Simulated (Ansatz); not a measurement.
**C4H6BF (SMILES BC=C(F)C=C): density, localisation and related maps**

```xyz
12

B    -2.5437    0.0657   -0.1129
C    -1.1053    0.4933   -0.4038
C    -0.0151   -0.1274    0.0941
F    -0.1439   -1.1810    0.8949
C     1.3750    0.2410   -0.1544
C     2.4107   -0.4132    0.3754
H    -3.4651    0.6819   -0.5893
H    -2.7740   -0.8849    0.5898
H    -0.8798    1.3482   -1.0472
H     1.5242    1.1003   -0.8119
H     3.4376   -0.1079    0.1667
H     2.2564   -1.2711    1.0328
```

Computed with RKS CAM-B3LYP-D4/def2-SVP (Ansatz 0.2.0).

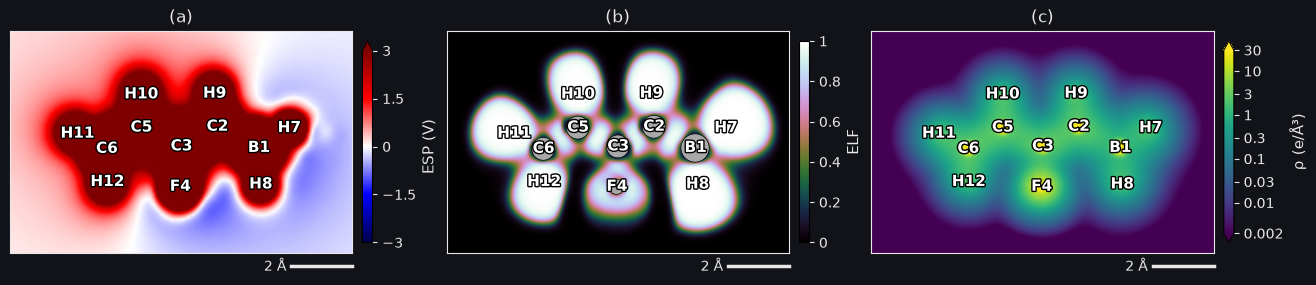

Figure 1. (a) electrostatic potential; (b) electron localisation function; (c) total electron density on the molecular plane. Grey discs cover the atomic cores in the ELF map.

Question: Read the bonding off the picture.

Answer:
- The section cuts through B, C, F and H sites.
- C–F (1.33 Å): ρ is about 2.4 e/Å³ halfway; the ELF peaks at about 0.85 between the atoms (a polar covalent bond).
- C–C (1.33 Å): the density is about 2.3 e/Å³ at the midpoint; the ELF peaks at about 0.95 between the atoms (a multiple bond).
- C–B (1.53 Å): ρ is about 1.5 e/Å³ halfway; the ELF peaks at about 0.95 between the atoms; localised, covalent bonding.
- C–H (1.09 Å): ρ at the midpoint is about 2 e/Å³; the ELF climbs to about 1 towards the hydrogen, as it does in any bond to H; a covalent bond by its length.
- C–C (1.46 Å): ρ is about 1.9 e/Å³ halfway; the ELF peaks at about 0.95 between the atoms; a shared electron pair.
- The ELF also peaks beside F4, away from the bonds: lone-pair regions.
- Outside the dense part of the molecule the potential is most negative (−0.9 V) near F4.

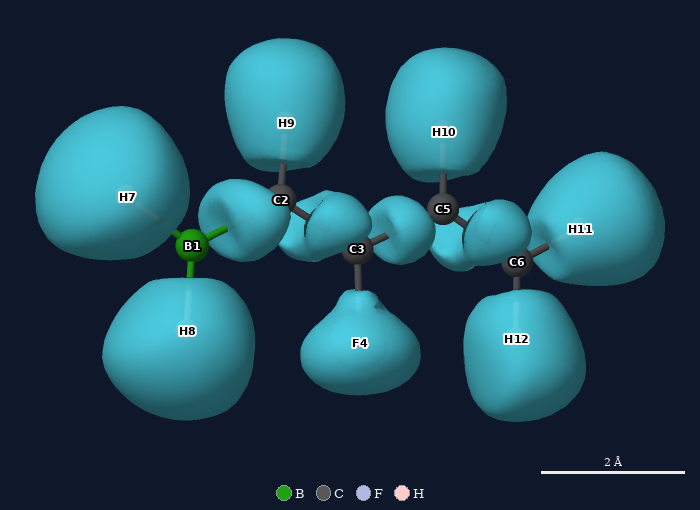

Figure 2. Isosurface of the electron localisation function at 0.75 (cyan), seen at a tilt. Core shells and regions of very low density are left out.

Question: Where are the electrons localised?

Answer: The ELF exceeds this value in one region between bonded B–C atoms (shared pairs), three regions between bonded C–C atoms (shared pairs), six regions around hydrogen nuclei and one region on F in which the atom's valence shell and bonds are merged.

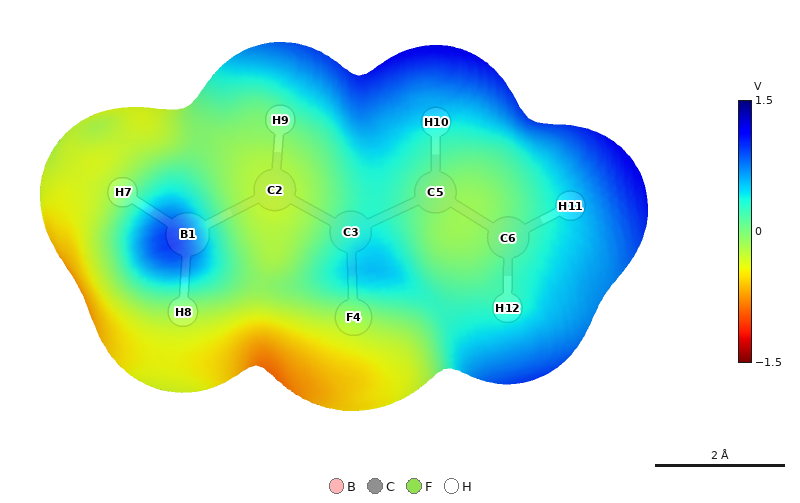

Figure 3. The molecular electrostatic potential painted on the density surface at 0.002 e/bohr³, seen across its widest extent; the colour scale runs from red (negative) to blue (positive).

Question: Which sites attract a positive test charge, and which a negative one?

Answer: A positive charge is drawn to the negative regions and a negative charge to the positive ones. The most negative region (about −0.9 V) lies over F4 and H8, the most positive (about +1.2 V) over H10 and H11.
